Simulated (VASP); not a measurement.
Band structure of Ti3AlN (space group Pm-3m). Level of theory: PBEsol GGA, VASP's PBE PAW potentials (set 64) (plane waves; VASP).

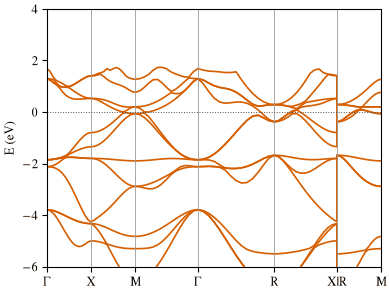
*Bands along high-symmetry lines, zero at the valence-band maximum or, without a gap, the Fermi level*

Problem. Read the plot: is there a gap, and where are the band edges?

Solution. It has no gap at this level: it comes out as a metal or semimetal. (Edges off the drawn lines would not show.)

The structure comes from a computed database's Ti3AlN entry (Pm-3m); how it stands against other phases isn't given here. It was relaxed first.
